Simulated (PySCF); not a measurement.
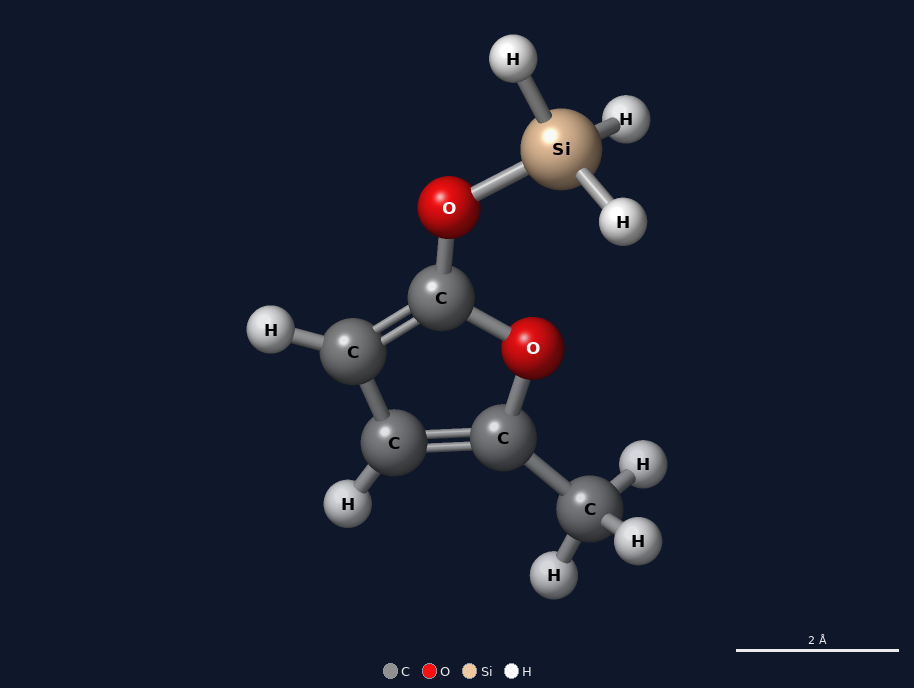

Double and triple bonds are drawn as two and three sticks.

The computed structure is the end point of a GFN2-xTB optimisation. No frequency run is at hand to confirm it as a minimum.

Which formula does it have?

C5H8O2Si, 16 atoms: 5 carbon, 8 hydrogen, 2 oxygen and 1 silicon.

Name functional groups in it.

Among them: Si–H bond, Si–O bond.

Write the SMILES.

Cc1ccc(O[SiH3])o1

Describe its rings.

Independent rings (smallest set): 1 of 5 members, 1 of them aromatic.

How many bonds of each kind are drawn?

5 C–H, 4 C–C, 3 C–O, 3 Si–H, 1 O–Si.

The parts below concern this one geometry. Atoms keep their numbers from picture to picture.

### Geometry

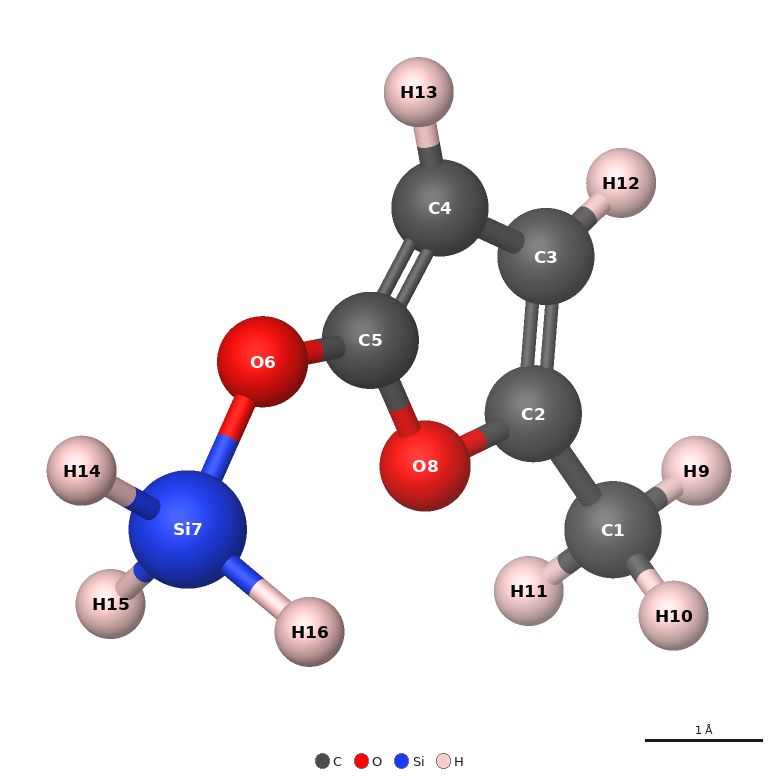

The atoms are numbered. No frequency run is at hand to confirm it as a minimum.

Give the bond lengths.

| bond | length (Å) | order |
| --- | --- | --- |
| C1–C2 | 1.486 | single |
| C1–H9 | 1.086 | single |
| C1–H10 | 1.089 | single |
| C1–H11 | 1.089 | single |
| C2–C3 | 1.358 | aromatic |
| C2–O8 | 1.365 | aromatic |
| C3–C4 | 1.422 | aromatic |
| C3–H12 | 1.071 | single |
| C4–C5 | 1.359 | aromatic |
| C4–H13 | 1.069 | single |
| C5–O6 | 1.325 | single |
| C5–O8 | 1.349 | aromatic |
| O6–Si7 | 1.642 | single |
| Si7–H14 | 1.454 | single |
| Si7–H15 | 1.463 | single |
| Si7–H16 | 1.463 | single |

### Ring current

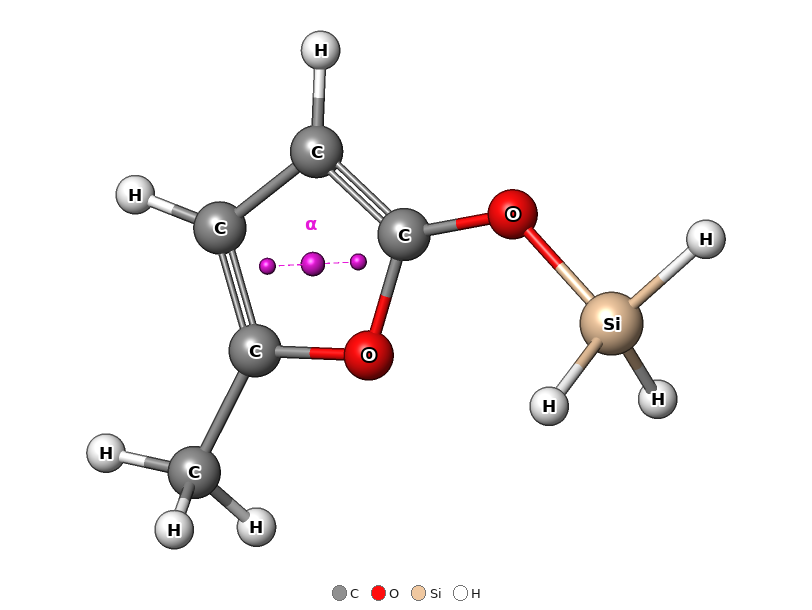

The small points mark where nucleus-independent chemical shifts (NICS) were computed: at the centre of each lettered ring and 1 Å above and below it. No frequency run is at hand to confirm it as a minimum. Properties computed with GIAO PBE0/pcSseg-1 NMR shielding, non-relativistic, gas phase (PySCF 2.14.0).

Give NICS(0), NICS(1) and the out-of-plane component NICS(1)zz for each ring (means of the two sides).

```tsv
ring	members	NICS(0)	NICS(1)	NICS(1)zz
α	C4O	−11.4	−8.8	−21.0
```

Values in ppm.

What do the values say about the ring currents?

Ring α: diatropic, as in an aromatic ring. NICS is one index among several.

### Excitation

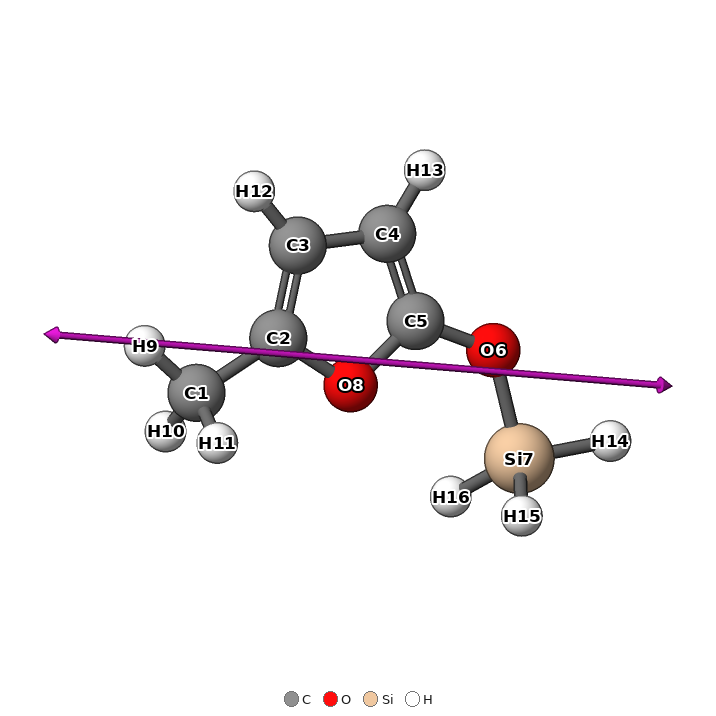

The double arrow shows the direction of the transition dipole to excited singlet state 3 (its length means nothing). No frequency run is at hand to confirm it as a minimum. Method: TDDFT PBE0/def2-SVPD, vertical, gas phase, core orbitals frozen in the response (PySCF 2.14.0).

How is the transition polarised?

Close to the long direction C1···Si7.

Give its energy, strength and character.

5.73 eV (216 nm), oscillator strength 0.26, mainly HOMO → LUMO+1 (weight 0.97); transition dipole 3.49 D.

### NMR shielding

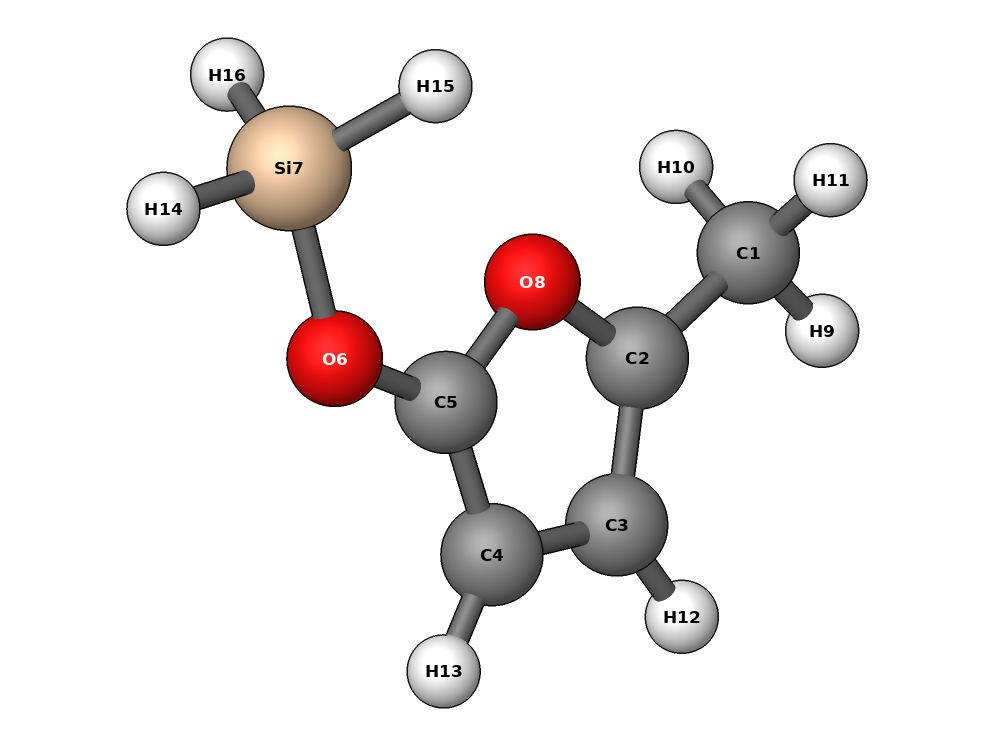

No frequency run is at hand to confirm it as a minimum. Properties computed with GIAO PBE0/pcSseg-1 NMR shielding, non-relativistic, gas phase (PySCF 2.14.0). Principal shieldings σ11 ≤ σ22 ≤ σ33, span Ω = σ33 − σ11, skew κ = 3(σiso − σ22)/Ω.

Give the shielding tensors of the Si atoms.

```json
{"atom": "Si7", "σ11": "353.8", "σ22": "355.6", "σ33": "454.7", "σiso": "388.0", "Ω": "101.0", "κ": "0.96"}
```

Shieldings and span in ppm.

The geometry is semi-empirical. Around Si such bond lengths and angles can be off by a tenth of an ångström or more and by several degrees, and values that hang on the shape move with them.
